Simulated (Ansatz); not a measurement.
The relaxed structure here is a generated cell of Fe: the first start was made by a random draw of sites in a space group, and the end was not matched to a known phase here, so it may be hypothetical. Known forms of Fe include space group No. 229.

The end point of a relaxation of Fe. Space group I4₁/amd (No. 141). Level of theory: r2SCAN (plane waves to 500 eV, PAW, scalar-relativistic; Ansatz, an electronic-structure program).

```cif
data_Fe4
_chemical_formula_sum 'Fe4'
_space_group_name_H-M_alt 'I41/amd :1'
_space_group_IT_number 141
_space_group_name_Hall 'I 4bw 2bw -1bw'
_cell_length_a 2.43616
_cell_length_b 2.43616
_cell_length_c 8.90342
_cell_angle_alpha 90.000
_cell_angle_beta 90.000
_cell_angle_gamma 90.000
loop_
_atom_site_label
_atom_site_type_symbol
_atom_site_symmetry_multiplicity
_atom_site_Wyckoff_symbol
_atom_site_fract_x
_atom_site_fract_y
_atom_site_fract_z
_atom_site_occupancy
Fe1 Fe 4 a 0.00000 0.00000 0.00000 1
```
(The calculation used a cell of 2 atoms; values per cell refer to that cell.)

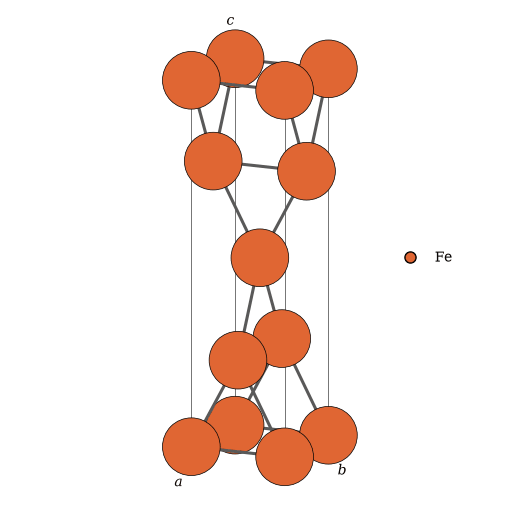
*The conventional cell of the relaxed structure*

For Fe, the volume per atom is 13.21 Å³, the band gap comes out as no gap (metallic) and the magnetic moment comes out as net 2.88 μB/atom, ferromagnetic. The shortest distances comes out as Fe–Fe 2.44 Å and the k-mesh is 23×23×23.

Spin state reached: ferromagnetic (net 2.88 μB/atom), from parallel starting moments; other spin orders were not run from this start. r2SCAN tends to overstate moments in metals.

The run could not lose the symmetry of its start: the end is stationary, and may be a saddle point rather than a minimum.

All atoms sit on sites fixed by symmetry, so only the cell could relax.
